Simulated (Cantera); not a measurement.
Feed: 1 mol Si, 2.2 mol NF3, equilibrated at 28.5 Torr.

Cantera equilibrium calculation (NASA polynomials, part measured and part estimated; ideal gas, pure solids and liquids). Candidate condensed phases: Si, Si3N4; 16 gas species. Equilibrium is a limit: real reactors are often held back by kinetics, nucleation or transport.

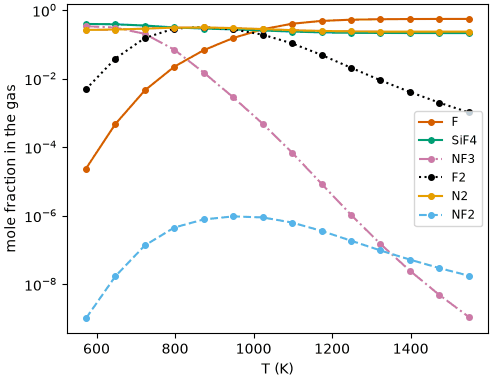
Figure: Equilibrium gas composition (values under 1e-9 drawn at 1e-9)

Problem. Read off the mole fractions at 1023 K.

Solution. N2 about 0.28, F about 0.28, SiF4 about 0.25, F2 about 0.19, NF3 about 0.00048, NF2 about 8.8e-7.
